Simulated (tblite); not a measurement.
# C₆H₉NOSi: geometry relaxation (part 2 of 2)

C₆H₉NOSi; GFN2-xTB geometry optimisation, gas phase (tblite 0.8.0). It belongs to a series of runs on one base structure; here: constitutional isomer.

Geometry of the input (Å):
```
Si 3.4031  -0.3067  0.0344
C  2.2214  0.2731  -1.3167
C  0.8783  0.4598  -0.7362
N  -0.0600  -0.3931  -0.7588
C  -1.3615  -0.2056  -0.1950
C  -2.5127  -0.4231  -0.9441
C  -3.5726  -0.1360  -0.1152
C  -3.0261  0.2455  1.1046
O  -1.7052  0.1822  0.9951
H  4.7371  0.2489  -0.1478
H  3.4766  -1.7841  -0.0915
H  2.8066  0.0697  1.3231
H  2.2731  -0.5008  -2.0859
H  2.5603  1.2612  -1.7306
H  0.6599  1.4380  -0.2770
H  -2.5604  -0.7516  -1.9616
H  -4.6352  -0.1976  -0.3544
H  -3.5912  0.5268  1.9812
```

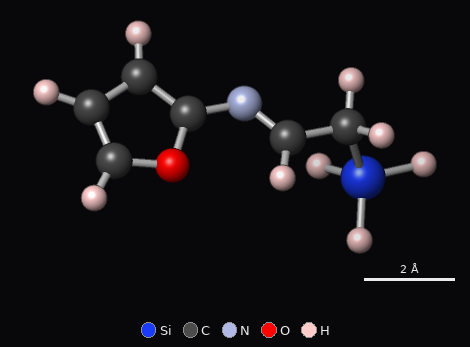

Fig. 1: The geometry at step 82 of the log (ball-and-stick view, seen at a tilt).

Trajectory as extended XYZ, continued
```
18
Properties=species:S:1:pos:R:3:forces:R:3 step=53 energy=-710.92887
Si    3.3566   -0.3931    0.0746    0.0750   0.0340   0.0360
C     2.1741    0.3792   -1.2217    0.0130  -0.0270   0.0130
C     0.8276    0.4853   -0.6481   -0.0520   0.0140  -0.0230
N    -0.1525   -0.1872   -1.0990   -0.0750  -0.0460  -0.0510
C    -1.3852   -0.1170   -0.5336   -0.0190  -0.0450   0.0250
C    -2.5793   -0.5788   -1.0323   -0.0040   0.0180   0.0180
C    -3.5572   -0.2645   -0.0616   -0.0170   0.0000  -0.0340
C    -2.8992    0.3497    0.9598   -0.0280  -0.0070  -0.0360
O    -1.5876    0.4511    0.6927   -0.0380   0.0090  -0.0270
H     4.7160    0.0052   -0.3060   -0.0260  -0.0330   0.0340
H     3.2469   -1.8512    0.1150   -0.0560   0.0570  -0.0360
H     3.0049    0.1761    1.3797    0.0810  -0.0350  -0.0160
H     2.1473   -0.2089   -2.1349   -0.0150  -0.0400  -0.0440
H     2.5359    1.3786   -1.4623    0.0470   0.0270   0.0160
H     0.7258    1.1671    0.2014   -0.0100   0.0650   0.0440
H    -2.7358   -1.0642   -1.9757    0.0680   0.0420   0.0870
H    -4.6082   -0.4670   -0.1227    0.0380  -0.0030   0.0290
H    -3.2389    0.7459    1.8982    0.0170  -0.0290  -0.0350
18
Properties=species:S:1:pos:R:3:forces:R:3 step=57 energy=-710.93794
Si    3.3430   -0.4169    0.0525   -0.0420   0.0030  -0.0520
C     2.1764    0.4389   -1.2095   -0.0230   0.0030  -0.0520
C     0.8277    0.5059   -0.6274    0.0200   0.0210  -0.0150
N    -0.1335   -0.2064   -1.0648    0.0400   0.1200   0.0200
C    -1.3702   -0.1456   -0.5075    0.0150   0.0420   0.0540
C    -2.5520   -0.6358   -1.0038    0.0420   0.0510  -0.0320
C    -3.5508   -0.2817   -0.0727    0.0240  -0.0080   0.0270
C    -2.9150    0.3731    0.9380   -0.0280   0.0250  -0.0730
O    -1.6012    0.4798    0.6850    0.0150  -0.0660   0.0770
H     4.7100   -0.1331   -0.3816    0.0490  -0.0360   0.0050
H     3.0833   -1.8567    0.1050   -0.0040   0.0860  -0.0210
H     3.0970    0.1964    1.3581    0.0500  -0.0220   0.0430
H     2.1549   -0.1033   -2.1563   -0.0110   0.0350   0.0980
H     2.5455    1.4534   -1.3929   -0.0370  -0.1420   0.0450
H     0.7208    1.1914    0.2257   -0.0590  -0.0440  -0.0990
H    -2.6792   -1.1618   -1.9246    0.0110  -0.0320  -0.0500
H    -4.5979   -0.4790   -0.1626   -0.0580  -0.0510   0.0790
H    -3.2678    0.7879    1.8631   -0.0040   0.0150  -0.0530
18
Properties=species:S:1:pos:R:3:forces:R:3 step=61 energy=-710.94522
Si    3.3387   -0.4191    0.0405    0.0570  -0.0040   0.0470
C     2.1737    0.4552   -1.2056    0.0210  -0.0060   0.0420
C     0.8270    0.5182   -0.6251   -0.0310   0.0050   0.0040
N    -0.1302   -0.2009   -1.0582    0.0100   0.0230   0.0290
C    -1.3637   -0.1508   -0.4929   -0.0350   0.0360  -0.0660
C    -2.5401   -0.6472   -0.9989   -0.0020  -0.0220   0.0040
C    -3.5500   -0.2901   -0.0784    0.0160   0.0120  -0.0050
C    -2.9233    0.3859    0.9237   -0.0100  -0.0610   0.0400
O    -1.6047    0.4831    0.6932   -0.0320  -0.0250  -0.0530
H     4.7176   -0.1862   -0.4009   -0.0460  -0.0390  -0.0050
H     3.0197   -1.8437    0.0929    0.0100   0.0170  -0.0070
H     3.1484    0.1962    1.3579    0.0240  -0.0280  -0.0210
H     2.1558   -0.0726   -2.1565   -0.0230  -0.0120   0.0040
H     2.5522    1.4645   -1.3649   -0.0090   0.0250  -0.0220
H     0.7054    1.2011    0.2245    0.0040   0.0200  -0.0290
H    -2.6526   -1.1962   -1.9111    0.0160   0.0380   0.0130
H    -4.5999   -0.4938   -0.1602    0.0680  -0.0230   0.0340
H    -3.2826    0.8029    1.8437   -0.0370   0.0430  -0.0110
18
Properties=species:S:1:pos:R:3:forces:R:3 step=65 energy=-710.94965
Si    3.3391   -0.4288    0.0387   -0.0310  -0.0120  -0.0260
C     2.1760    0.4818   -1.1868   -0.0040   0.0080  -0.0100
C     0.8239    0.5348   -0.6151    0.0300  -0.0090   0.0120
N    -0.1279   -0.1785   -1.0693   -0.0050  -0.0190  -0.0050
C    -1.3647   -0.1432   -0.5098    0.0230   0.0170   0.0300
C    -2.5342   -0.6716   -0.9969    0.0030   0.0210   0.0030
C    -3.5432   -0.3068   -0.0787    0.0020  -0.0540   0.0340
C    -2.9237    0.3906    0.9120    0.0040   0.0000  -0.0110
O    -1.6092    0.5006    0.6699    0.0080   0.0700   0.0010
H     4.7140   -0.2636   -0.4385   -0.0250  -0.0290  -0.0160
H     2.9406   -1.8334    0.0913    0.0380   0.0080   0.0170
H     3.2156    0.1955    1.3581    0.0050  -0.0150  -0.0030
H     2.1517   -0.0288   -2.1488    0.0190   0.0070   0.0380
H     2.5571    1.4941   -1.3299   -0.0250  -0.0240  -0.0030
H     0.6953    1.1970    0.2478    0.0030   0.0500  -0.0020
H    -2.6410   -1.2446   -1.8939   -0.0040   0.0400  -0.0190
H    -4.5877   -0.5297   -0.1410   -0.0340  -0.0470  -0.0120
H    -3.2906    0.8408    1.8144   -0.0070  -0.0130  -0.0270
18
Properties=species:S:1:pos:R:3:forces:R:3 step=69 energy=-710.95384
Si    3.3332   -0.4412    0.0278    0.0200  -0.0090   0.0110
C     2.1766    0.5031   -1.1755   -0.0100  -0.0060   0.0250
C     0.8258    0.5442   -0.6023   -0.0310   0.0690  -0.0080
N    -0.1212   -0.1751   -1.0578    0.0080   0.0240   0.0300
C    -1.3601   -0.1356   -0.5040   -0.0080   0.0010  -0.0040
C    -2.5203   -0.6873   -0.9881    0.0180  -0.0180   0.0080
C    -3.5367   -0.3343   -0.0736   -0.0060   0.0200  -0.0190
C    -2.9305    0.3924    0.9040   -0.0180   0.0600  -0.0310
O    -1.6183    0.5281    0.6617   -0.0080  -0.0040  -0.0060
H     4.7047   -0.3448   -0.4775   -0.0310   0.0040  -0.0180
H     2.8931   -1.8311    0.0967    0.0100  -0.0170   0.0190
H     3.2613    0.1940    1.3473    0.0030  -0.0210  -0.0260
H     2.1526    0.0154   -2.1468    0.0140  -0.0480  -0.0200
H     2.5507    1.5182   -1.2987    0.0370   0.0300   0.0040
H     0.6865    1.2208    0.2495    0.0190  -0.0080  -0.0110
H    -2.6134   -1.2624   -1.8854   -0.0100   0.0100   0.0070
H    -4.5793   -0.5697   -0.1367    0.0040  -0.0580  -0.0020
H    -3.3132    0.8715    1.7832   -0.0090  -0.0300   0.0410
18
Properties=species:S:1:pos:R:3:forces:R:3 step=73 energy=-710.95770
Si    3.3261   -0.4567    0.0200   -0.0250  -0.0230  -0.0140
C     2.1762    0.5302   -1.1568    0.0290  -0.0020  -0.0470
C     0.8231    0.5819   -0.5913    0.0440  -0.0220  -0.0020
N    -0.1087   -0.1628   -1.0362   -0.0300   0.0260  -0.0010
C    -1.3522   -0.1318   -0.4951   -0.0320   0.0210   0.0090
C    -2.5006   -0.7090   -0.9769   -0.0240   0.0190  -0.0040
C    -3.5296   -0.3553   -0.0765   -0.0070   0.0370  -0.0230
C    -2.9424    0.4054    0.8876   -0.0360  -0.0270   0.0160
O    -1.6288    0.5504    0.6556   -0.0560   0.0180   0.0020
H     4.6794   -0.4224   -0.5337    0.0130   0.0180  -0.0240
H     2.8344   -1.8291    0.1010    0.0030  -0.0080   0.0200
H     3.3247    0.1732    1.3406   -0.0060   0.0100   0.0160
H     2.1490    0.0364   -2.1275    0.0040   0.0250   0.0100
H     2.5614    1.5430   -1.2800    0.0370  -0.0430   0.0130
H     0.6745    1.2695    0.2479    0.0050   0.0290   0.0070
H    -2.5872   -1.2847   -1.8737    0.0160  -0.0420   0.0060
H    -4.5672   -0.6172   -0.1419    0.0500  -0.0160   0.0050
H    -3.3406    0.8853    1.7605    0.0160  -0.0200   0.0100
18
Properties=species:S:1:pos:R:3:forces:R:3 step=77 energy=-710.96055
Si    3.3235   -0.4686    0.0159    0.0250   0.0150   0.0160
C     2.1802    0.5357   -1.1528   -0.0210  -0.0260   0.0450
C     0.8254    0.5925   -0.5876   -0.0290   0.0120   0.0070
N    -0.1141   -0.1416   -1.0360    0.0340   0.0180  -0.0270
C    -1.3598   -0.1125   -0.5001    0.0320   0.0420  -0.0270
C    -2.4996   -0.7112   -0.9772    0.0200   0.0310  -0.0190
C    -3.5301   -0.3631   -0.0781   -0.0180  -0.0530   0.0150
C    -2.9556    0.4129    0.8805    0.0150  -0.0180   0.0100
O    -1.6467    0.5787    0.6420    0.0260   0.0080   0.0040
H     4.6707   -0.4547   -0.5574   -0.0090   0.0140  -0.0110
H     2.8198   -1.8339    0.1157   -0.0150  -0.0240   0.0110
H     3.3511    0.1690    1.3347   -0.0110  -0.0030  -0.0150
H     2.1559    0.0512   -2.1265   -0.0210   0.0110  -0.0320
H     2.5754    1.5452   -1.2618    0.0330  -0.0130  -0.0010
H     0.6768    1.2808    0.2536    0.0400  -0.0050  -0.0260
H    -2.5803   -1.2973   -1.8693    0.0260  -0.0140   0.0530
H    -4.5541   -0.6662   -0.1290   -0.0780   0.0130  -0.0130
H    -3.3474    0.8894    1.7570   -0.0490  -0.0070   0.0110
18
Properties=species:S:1:pos:R:3:forces:R:3 step=82 energy=-710.96446
Si    3.3187   -0.4910    0.0092   -0.0060  -0.0060  -0.0190
C     2.1843    0.5465   -1.1397    0.0040   0.0030  -0.0300
C     0.8289    0.6261   -0.5795    0.0190   0.0180  -0.0120
N    -0.1074   -0.1156   -1.0206   -0.0360   0.0350   0.0030
C    -1.3578   -0.0878   -0.4955   -0.0160   0.0050   0.0170
C    -2.4836   -0.7134   -0.9712    0.0040  -0.0430   0.0200
C    -3.5288   -0.3855   -0.0806    0.0150  -0.0040   0.0170
C    -2.9746    0.4116    0.8739    0.0050   0.0010   0.0060
O    -1.6672    0.6059    0.6404   -0.0030   0.0160   0.0010
H     4.6449   -0.5061   -0.6138   -0.0130  -0.0060   0.0260
H     2.7777   -1.8419    0.1336    0.0070   0.0120  -0.0020
H     3.3936    0.1521    1.3232    0.0000  -0.0010  -0.0110
H     2.1461    0.0767   -2.1213    0.0010  -0.0110   0.0080
H     2.6094    1.5453   -1.2419   -0.0130  -0.0120   0.0170
H     0.6810    1.3343    0.2437    0.0160  -0.0080   0.0110
H    -2.5400   -1.3284   -1.8437    0.0080  -0.0060  -0.0280
H    -4.5490   -0.7082   -0.1376    0.0200   0.0280  -0.0010
H    -3.3850    0.8857    1.7449   -0.0100  -0.0200  -0.0230
18
Properties=species:S:1:pos:R:3:forces:R:3 step=86 energy=-710.96562
Si    3.3170   -0.4980    0.0045   -0.0160   0.0100  -0.0070
C     2.1859    0.5490   -1.1399   -0.0140   0.0050   0.0080
C     0.8301    0.6346   -0.5806   -0.0180  -0.0100   0.0100
N    -0.1133   -0.0972   -1.0246    0.0330   0.0110  -0.0160
C    -1.3616   -0.0761   -0.4968    0.0240  -0.0040  -0.0070
C    -2.4796   -0.7214   -0.9662    0.0160   0.0010   0.0020
C    -3.5256   -0.3971   -0.0756    0.0060  -0.0030  -0.0190
C    -2.9788    0.4131    0.8716   -0.0220  -0.0020  -0.0050
O    -1.6749    0.6221    0.6351   -0.0120  -0.0080  -0.0070
H     4.6407   -0.5268   -0.6216   -0.0060  -0.0060   0.0140
H     2.7660   -1.8428    0.1402   -0.0010  -0.0040  -0.0050
H     3.4056    0.1516    1.3144   -0.0020  -0.0020  -0.0040
H     2.1487    0.0867   -2.1246   -0.0030   0.0000  -0.0040
H     2.6159    1.5467   -1.2269   -0.0020  -0.0020  -0.0200
H     0.6887    1.3356    0.2498    0.0190  -0.0030   0.0110
H    -2.5296   -1.3385   -1.8392    0.0080   0.0110   0.0220
H    -4.5444   -0.7218   -0.1323   -0.0040  -0.0040   0.0080
H    -3.3995    0.8867    1.7364   -0.0040   0.0090   0.0180
18
Properties=species:S:1:pos:R:3:forces:R:3 step=90 energy=-710.96601
Si    3.3128   -0.5013    0.0022    0.0040   0.0020   0.0020
C     2.1856    0.5534   -1.1384    0.0090  -0.0020  -0.0100
C     0.8307    0.6398   -0.5778    0.0180   0.0100   0.0030
N    -0.1124   -0.0871   -1.0285   -0.0180  -0.0050   0.0200
C    -1.3604   -0.0716   -0.4990   -0.0120   0.0090   0.0100
C    -2.4751   -0.7253   -0.9638   -0.0090   0.0060  -0.0060
C    -3.5237   -0.4031   -0.0760   -0.0060   0.0070   0.0090
C    -2.9829    0.4149    0.8679    0.0160   0.0050   0.0010
O    -1.6798    0.6297    0.6299    0.0120   0.0070   0.0090
H     4.6352   -0.5414   -0.6265   -0.0110  -0.0040   0.0090
H     2.7558   -1.8436    0.1428   -0.0030   0.0080  -0.0060
H     3.4146    0.1504    1.3102   -0.0100  -0.0040  -0.0030
H     2.1474    0.0936   -2.1246   -0.0070   0.0070   0.0040
H     2.6189    1.5498   -1.2229    0.0000   0.0000  -0.0180
H     0.6940    1.3362    0.2574    0.0000  -0.0130   0.0100
H    -2.5238   -1.3459   -1.8332    0.0130  -0.0120  -0.0100
H    -4.5414   -0.7320   -0.1290    0.0010  -0.0140  -0.0060
H    -3.4043    0.8898    1.7331    0.0030  -0.0050  -0.0170
18
Properties=species:S:1:pos:R:3:forces:R:3 step=94 energy=-710.96658
Si    3.3050   -0.5076   -0.0039    0.0110   0.0060  -0.0180
C     2.1874    0.5645   -1.1381   -0.0070  -0.0010  -0.0010
C     0.8344    0.6491   -0.5713   -0.0040  -0.0060   0.0060
N    -0.1109   -0.0744   -1.0238    0.0080  -0.0010   0.0020
C    -1.3590   -0.0653   -0.4954    0.0080   0.0050   0.0020
C    -2.4667   -0.7325   -0.9584    0.0120   0.0000   0.0020
C    -3.5205   -0.4120   -0.0757    0.0060  -0.0070  -0.0160
C    -2.9886    0.4196    0.8612    0.0020  -0.0040   0.0110
O    -1.6866    0.6425    0.6266    0.0010   0.0160   0.0040
H     4.6239   -0.5775   -0.6355    0.0010   0.0040  -0.0070
H     2.7290   -1.8407    0.1428   -0.0140   0.0050  -0.0020
H     3.4276    0.1486    1.2989   -0.0140   0.0000   0.0190
H     2.1438    0.1147   -2.1280   -0.0090  -0.0180  -0.0110
H     2.6235    1.5598   -1.2192    0.0050   0.0010   0.0070
H     0.7028    1.3351    0.2732   -0.0020  -0.0030   0.0040
H    -2.5015   -1.3638   -1.8211   -0.0070   0.0000  -0.0020
H    -4.5348   -0.7519   -0.1283    0.0070  -0.0050  -0.0030
H    -3.4175    0.8983    1.7197   -0.0030   0.0070   0.0030
18
Properties=species:S:1:pos:R:3:forces:R:3 step=98 energy=-710.96685
Si    3.3032   -0.5073   -0.0073   -0.0100  -0.0020   0.0160
C     2.1875    0.5681   -1.1392    0.0000  -0.0050  -0.0020
C     0.8369    0.6530   -0.5671    0.0030   0.0000  -0.0020
N    -0.1080   -0.0712   -1.0187    0.0000  -0.0010   0.0000
C    -1.3560   -0.0642   -0.4913   -0.0020   0.0010   0.0000
C    -2.4609   -0.7348   -0.9563    0.0020   0.0000   0.0050
C    -3.5180   -0.4142   -0.0780    0.0030  -0.0010   0.0140
C    -2.9903    0.4191    0.8603    0.0000   0.0070  -0.0060
O    -1.6882    0.6454    0.6286   -0.0020   0.0000  -0.0050
H     4.6187   -0.5869   -0.6426    0.0180   0.0090  -0.0050
H     2.7174   -1.8361    0.1403   -0.0100  -0.0010  -0.0040
H     3.4248    0.1444    1.2991   -0.0030  -0.0040  -0.0060
H     2.1400    0.1153   -2.1282   -0.0080   0.0050   0.0040
H     2.6260    1.5624   -1.2212   -0.0030  -0.0060  -0.0010
H     0.7069    1.3378    0.2788    0.0000  -0.0040  -0.0030
H    -2.4941   -1.3694   -1.8169    0.0030   0.0080  -0.0010
H    -4.5316   -0.7559   -0.1321    0.0090  -0.0060  -0.0050
H    -3.4231    0.9009    1.7153   -0.0020   0.0000   0.0000
18
Properties=species:S:1:pos:R:3:forces:R:3 step=102 energy=-710.96701
Si    3.3018   -0.5083   -0.0074    0.0070  -0.0040  -0.0070
C     2.1875    0.5674   -1.1401    0.0020   0.0010   0.0040
C     0.8380    0.6534   -0.5658    0.0000   0.0010  -0.0010
N    -0.1088   -0.0659   -1.0211   -0.0010   0.0010  -0.0040
C    -1.3563   -0.0589   -0.4931    0.0020  -0.0020  -0.0010
C    -2.4588   -0.7347   -0.9553   -0.0030  -0.0040   0.0000
C    -3.5156   -0.4174   -0.0757   -0.0050  -0.0030  -0.0040
C    -2.9909    0.4213    0.8591   -0.0010   0.0040   0.0020
O    -1.6901    0.6526    0.6249    0.0030  -0.0010   0.0040
H     4.6192   -0.5878   -0.6410    0.0000   0.0050   0.0010
H     2.7105   -1.8344    0.1391   -0.0060  -0.0100  -0.0020
H     3.4248    0.1430    1.2983   -0.0050   0.0030   0.0060
H     2.1357    0.1158   -2.1292    0.0020  -0.0010   0.0020
H     2.6278    1.5607   -1.2224   -0.0040   0.0010  -0.0010
H     0.7097    1.3323    0.2849    0.0050   0.0040  -0.0010
H    -2.4913   -1.3699   -1.8154    0.0060   0.0020  -0.0010
H    -4.5271   -0.7648   -0.1303   -0.0020  -0.0030   0.0050
H    -3.4250    0.9021    1.7140    0.0000   0.0040  -0.0010
18
Properties=species:S:1:pos:R:3:forces:R:3 step=106 energy=-710.96706
Si    3.3027   -0.5083   -0.0074   -0.0080  -0.0010   0.0050
C     2.1878    0.5658   -1.1408   -0.0010   0.0010  -0.0020
C     0.8385    0.6522   -0.5663    0.0000   0.0010   0.0010
N    -0.1091   -0.0656   -1.0218   -0.0020   0.0000   0.0020
C    -1.3563   -0.0589   -0.4929   -0.0010   0.0020   0.0020
C    -2.4593   -0.7340   -0.9552    0.0020   0.0000  -0.0030
C    -3.5160   -0.4169   -0.0755    0.0000   0.0000   0.0000
C    -2.9909    0.4216    0.8596    0.0020  -0.0030   0.0020
O    -1.6897    0.6518    0.6259    0.0000   0.0030  -0.0010
H     4.6208   -0.5827   -0.6394    0.0040   0.0020   0.0020
H     2.7122   -1.8354    0.1379    0.0020  -0.0040  -0.0050
H     3.4183    0.1430    1.2995    0.0010  -0.0020  -0.0010
H     2.1359    0.1135   -2.1294    0.0010  -0.0020  -0.0020
H     2.6266    1.5595   -1.2244    0.0030   0.0040  -0.0010
H     0.7124    1.3307    0.2850   -0.0020   0.0030   0.0010
H    -2.4910   -1.3673   -1.8164    0.0010  -0.0040  -0.0020
H    -4.5273   -0.7650   -0.1294   -0.0010   0.0000   0.0030
H    -3.4245    0.9025    1.7146    0.0000   0.0030  -0.0010
```

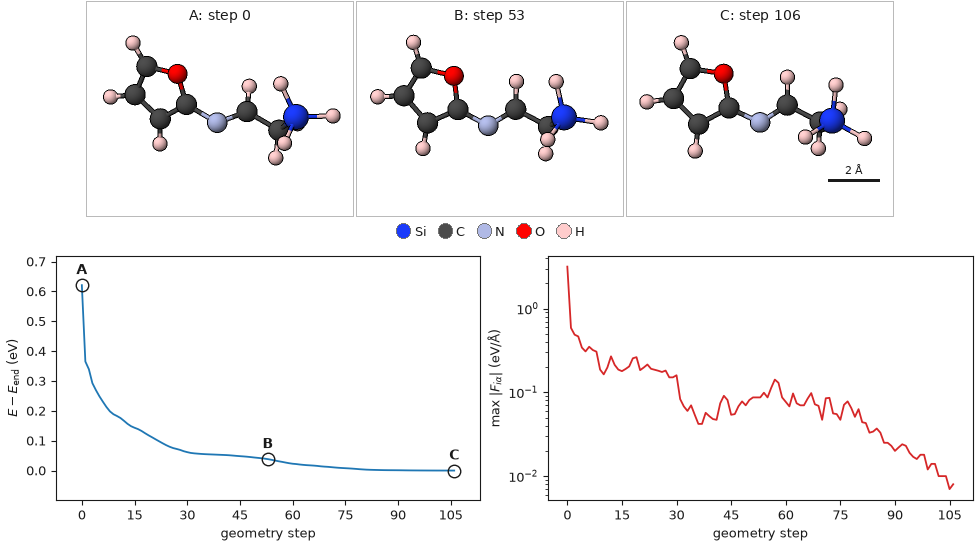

Fig. 2: Frames of the relaxation (ball-and-stick view, seen at a tilt) above the curves, on which the letters mark them (steps are counted from 0).

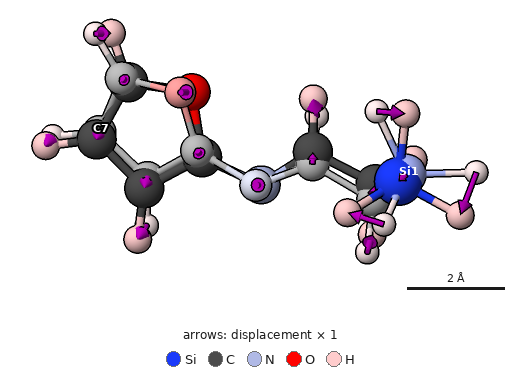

Fig. 3: Start (faint) and end (solid) with the displacements as pink arrows, at true length (ball-and-stick view, seen at a tilt). The two geometries are laid on each other by the best rigid fit. The largest move after the best rigid fit is that of H10, 0.97 Å. By element the largest moves are H 0.97 Å, O 0.60 Å, N 0.42 Å, C 0.34 Å, Si 0.22 Å. Among the contacts that change: N4–C5 1.431 → 1.355 Å, C5–O9 1.298 → 1.367 Å, C6–C7 1.376 → 1.411 Å, C2–H14 1.124 → 1.089 Å. Among the angles that change: O9–C8–H18 126.9° → 117.0°, N4–C5–O9 129.9° → 123.1°, C7–C8–H18 125.3° → 131.9°. The energy falls by 0.621 eV in 106 geometry steps. Largest force component: 3.2 eV/Å at the start, 0.008 eV/Å at the end. (Atoms are counted from 1 in the order of the input.)
